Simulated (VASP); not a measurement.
Band structure of MoAs (relaxed from the zinc blende structure, space group F-43m). Computed with PBEsol GGA, VASP's PBE PAW potentials (set 64) (plane waves; VASP).

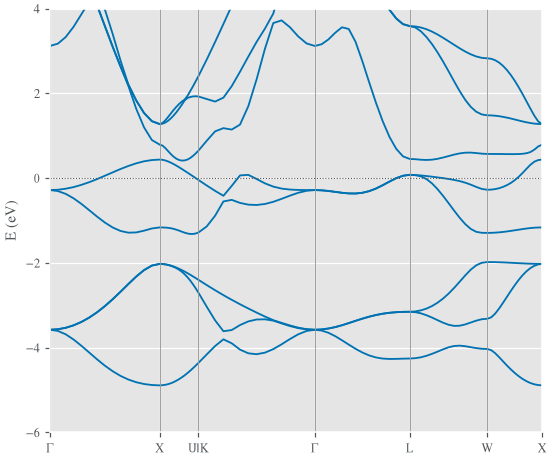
Figure. Bands along high-symmetry lines, zero at the valence-band maximum or, without a gap, the Fermi level

Q: Read the plot: is there a gap, and where are the band edges?

A: It has no gap at this level: it comes out as a metal or semimetal. (Edges off the drawn lines would not show.)

The structure was generated: MoAs was put into the zinc blende type (F-43m), which need not be its known phase. It was relaxed first, which changed the volume by -30 %. The electron count is odd and the run is not spin-polarised, which forces a metal.
